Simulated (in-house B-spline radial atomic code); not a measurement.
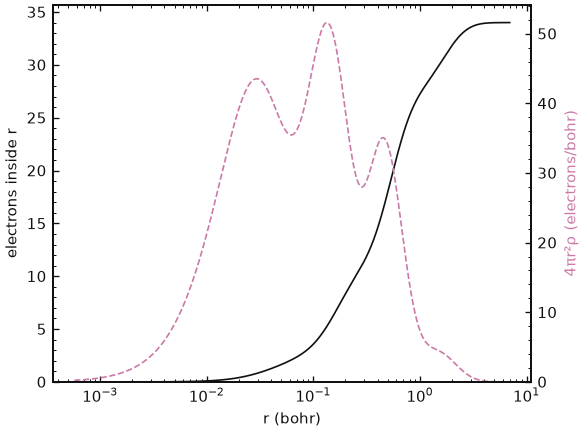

System: the bromine ion Br⁺, configuration [Ar] 3d10 4s2 4p4 (high spin). Method: scalar-relativistic (spin-free one-electron X2C) B3LYP, spin-polarised, spherical density, exact exchange averaged over the configuration, Fermi nucleus, basis-set limit; computed with an in-house B-spline radial code. Radial functions and radii carry no picture-change correction.

The plot shows the number of electrons inside radius r (solid) and the radial density 4πr²ρ (dashed).

**What does the plot show?**

The count levels off at 34 electrons. Half of them lie within 0.471 bohr, 90 % within 1.66 bohr and 99 % within 3.14 bohr. The radial density has minima at 0.062 and 0.28 bohr, where the count stands at 2.1 and 11.0; these part the shells that the density resolves.
